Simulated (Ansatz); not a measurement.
Na₆BiP (space group Fm-3m, No. 225). Coordinates: coordinates from a relaxation with Ansatz, DFT PBE, scalar-relativistic, plane waves, PAW; the starting structure was generated, so it need not be a known form of this composition.

```cif
data_structure
_symmetry_space_group_name_H-M 'P 1'
_symmetry_Int_Tables_number 1
_cell_length_a 11.6093
_cell_length_b 11.6093
_cell_length_c 11.6093
_cell_angle_alpha 90.000
_cell_angle_beta 90.000
_cell_angle_gamma 90.000
_cell_volume 1564.66
loop_
_atom_site_label
_atom_site_type_symbol
_atom_site_fract_x
_atom_site_fract_y
_atom_site_fract_z
_atom_site_occupancy
Na1 Na 0.00000 0.00000 0.76402 1
Na2 Na 0.50000 0.00000 0.73598 1
Na3 Na 0.50000 0.26402 0.00000 1
Na4 Na 0.23598 0.00000 0.00000 1
Na5 Na 0.76402 0.00000 0.00000 1
Na6 Na 0.50000 0.73598 0.00000 1
Bi1 Bi 0.50000 0.00000 0.00000 1
P1 P 0.00000 0.00000 0.00000 1
Na7 Na 0.00000 0.50000 0.26402 1
Na8 Na 0.50000 0.50000 0.23598 1
Na9 Na 0.50000 0.76402 0.50000 1
Na10 Na 0.23598 0.50000 0.50000 1
Na11 Na 0.76402 0.50000 0.50000 1
Na12 Na 0.50000 0.23598 0.50000 1
Bi2 Bi 0.50000 0.50000 0.50000 1
P2 P 0.00000 0.50000 0.50000 1
Na13 Na 0.50000 0.00000 0.26402 1
Na14 Na 0.00000 0.00000 0.23598 1
Na15 Na 0.00000 0.26402 0.50000 1
Na16 Na 0.73598 0.00000 0.50000 1
Na17 Na 0.26402 0.00000 0.50000 1
Na18 Na 0.00000 0.73598 0.50000 1
Bi3 Bi 0.00000 0.00000 0.50000 1
P3 P 0.50000 0.00000 0.50000 1
Na19 Na 0.50000 0.50000 0.76402 1
Na20 Na 0.00000 0.50000 0.73598 1
Na21 Na 0.00000 0.76402 0.00000 1
Na22 Na 0.73598 0.50000 0.00000 1
Na23 Na 0.26402 0.50000 0.00000 1
Na24 Na 0.00000 0.23598 0.00000 1
Bi4 Bi 0.00000 0.50000 0.00000 1
P4 P 0.50000 0.50000 0.00000 1
```

Bonds are taken as Bi–Na below 3.4 Å and Na–P below 3.1 Å; no other contact counts. Atoms with one bond or none are removed and atoms with two bonds are replaced by edges, until no such atom is left.

Derive the underlying net.

The result is a uninodal 6-connected, three-periodic net: Bi and P are 6-connected nodes. Na becomes part of the edges. It is the pcu net, known from NaCl, ReO3 and the B-X framework of perovskite. It is a single net, without interpenetration.

```csv
node,links,point symbol,coordination sequence
Bi and P,6,4¹²·6³,6 18 38 66
```

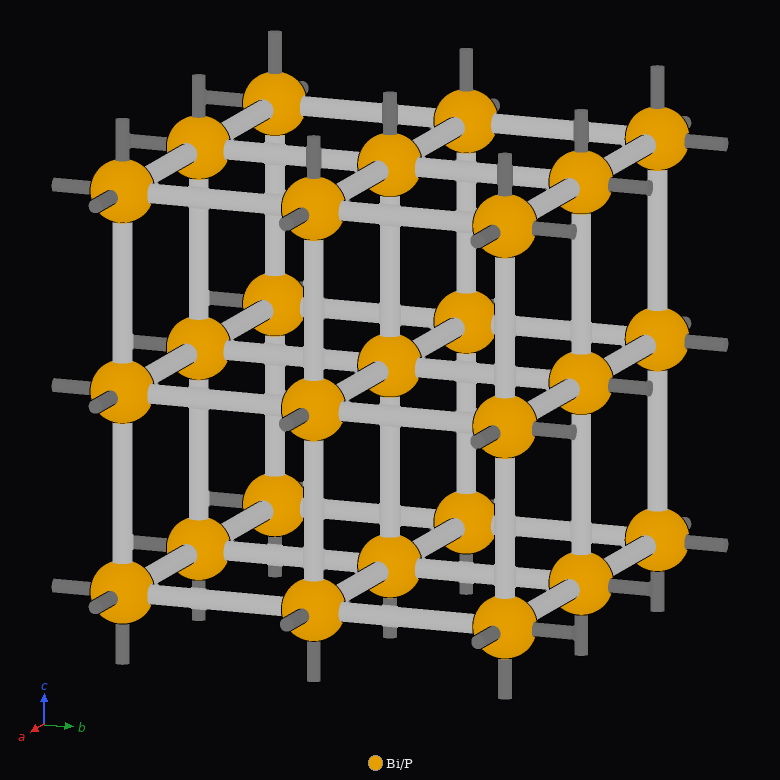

Nodes are coloured by topological kind. Edges to nodes outside the piece are drawn as stubs.
